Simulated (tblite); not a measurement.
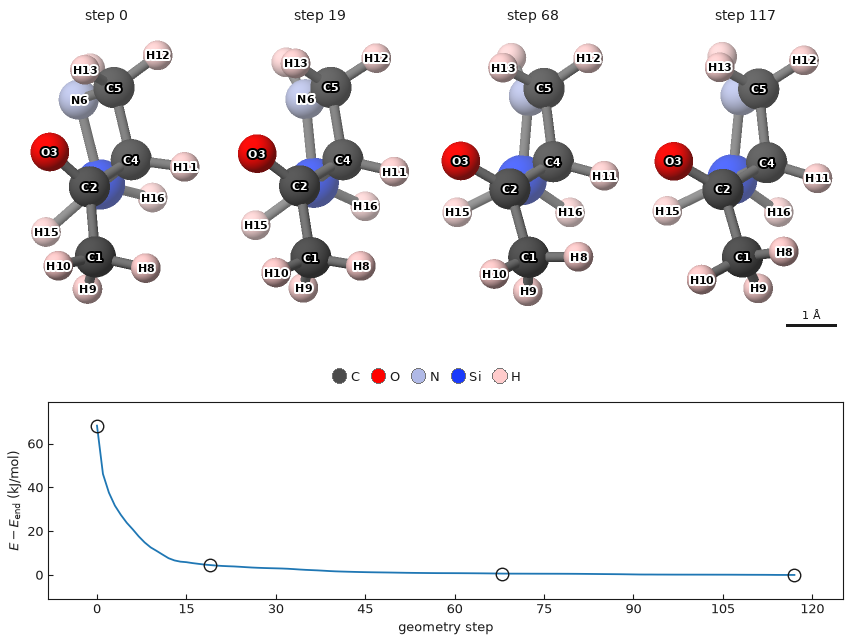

Frames of a relaxation of C₄H₉NOSi, marked on the history of the run. The picture is a ball-and-stick view, seen from a free direction.

All numbers below come from GFN2-xTB geometry optimisation, gas phase (tblite 0.8.0). 

Question: What happens along the run?

Answer: The largest move after the best rigid fit is that of an H atom, 0.66 Å. By element the largest moves are H 0.66 Å, N 0.52 Å, O 0.38 Å, Si 0.18 Å, C 0.18 Å. Some distances before and after: C–Si 1.840 → 1.944 Å, N–Si 1.786 → 1.710 Å, C–H 1.117 → 1.089 Å, C–N 1.442 → 1.460 Å. Bond angles that change, for instance: Si–N–H 116.9° → 136.2°, C–C–C 122.3° → 114.5°, C–C–C 109.0° → 116.0°. The energy falls by 68.2 kJ/mol in 117 geometry steps. From step 0 to 19: an H atom moves most (0.37 Å), energy −63.7 kJ/mol. From step 19 to 68: an H atom moves most (0.35 Å), energy −3.89 kJ/mol. From step 68 to 117: H atoms move most (0.36 Å), energy −0.62 kJ/mol.

```
step  E − E(0), kJ/mol
   0              0.00
   1            -22.07
   2            -30.61
   3            -36.51
   4            -40.73
   5            -44.38
   6            -47.38
   7            -50.58
   8            -53.35
   9            -55.60
  10            -57.21
  16            -62.78
  21            -64.08
  27            -64.93
  33            -65.53
  38            -66.26
  44            -66.86
  49            -67.09
  55            -67.31
  61            -67.39
  66            -67.50
  72            -67.61
  78            -67.65
  83            -67.74
  89            -67.91
  94            -68.02
 100            -68.05
 106            -68.08
 111            -68.13
 117            -68.19
```
